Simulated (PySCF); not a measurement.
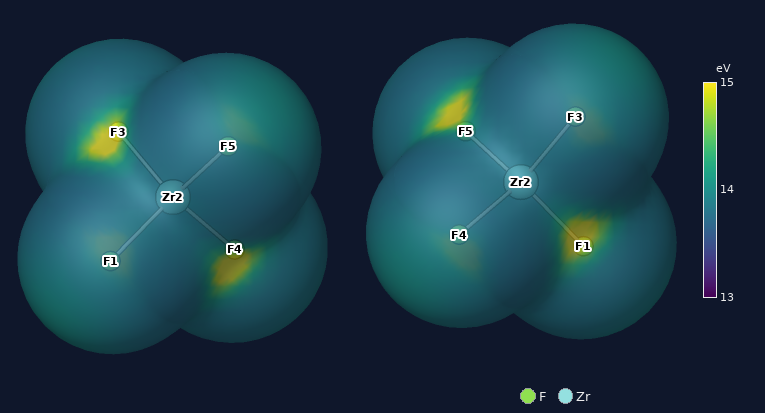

Figure 1: F₄Zr, SMILES `F[Zr](F)(F)F`. Average local ionisation energy on the surface of electron density 0.001 a.u. (back view left, front view right).

Computed with PySCF, PBE0/def2-TZVP, geometry: GFN2-xTB. Core potentials replace the inner electrons of Zr; spin–orbit coupling isn't included. This is a single-reference result, which may miss multireference character in this system. No frequency check shows the geometry to be a minimum. GFN2-xTB bond lengths at metals and heavier atoms can be off by up to 0.1 Å and shapes distorted, which carries into these values.

Geometry (Å), atoms numbered from 1:

```
F1       1.0639   -1.1223   -1.0021
Zr2      0.0001    0.0001    0.0001
F3       1.0641    1.1220    1.0018
F4      -1.0642   -1.0023    1.1218
F5      -1.0642    1.0022   -1.1220
```

Question: Where are the most loosely bound electrons on this surface?

Answer: The lowest value is 13.7 eV, 1.7 Å from F5, and at like points elsewhere. For comparison, the highest occupied orbital lies at −12.2 eV.

Question: What volume does the surface enclose, and what is the dipole moment?

Answer: About 88 Å³; the dipole moment is 0.0 D.

Cost of the run: 13 s on 1 thread of Arm Neoverse V2, on a shared host, peak memory 0.6 GiB.
